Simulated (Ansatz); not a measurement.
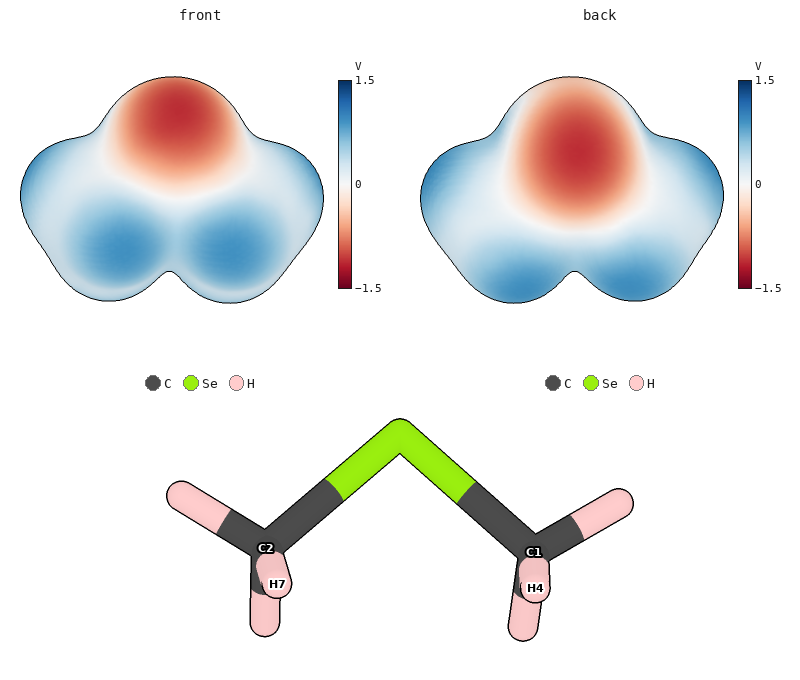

C$_{2}$H$_{6}$Se. The electrostatic potential painted on the density surface at 0.002 e/bohr³, seen from the front and from behind; the colour scale runs from red (negative) to blue (positive). The bare structure is drawn below in the same view.

Geometry: B3LYP-D3(BJ)/6-311G**.

These are results of Ansatz, isolated molecule in a Gaussian basis; Kohn-Sham density functional theory, functional PBE0, not measurements.

```xyz
9

C    -2.3663    0.1862    0.3237
C     0.2695    0.7230    1.5018
Se   -0.8254   -0.8333    1.0007
H    -2.7912    0.7959    1.1202
H    -2.0625    0.8110   -0.5154
H    -3.1051   -0.5403   -0.0122
H    -0.2444    1.3144    2.2588
H     1.2015    0.3368    1.9124
H     0.4828    1.3296    0.6225
```

### Where is the surface potential most negative and most positive?

The most negative region (about −1.1 V, or −25 kcal/mol for a unit charge) lies over Se3, the most positive (about +0.9 V, or +21 kcal/mol for a unit charge) over the H atoms.

### What dipole moment does the calculation give?

Its dipole moment is 1.57 D.
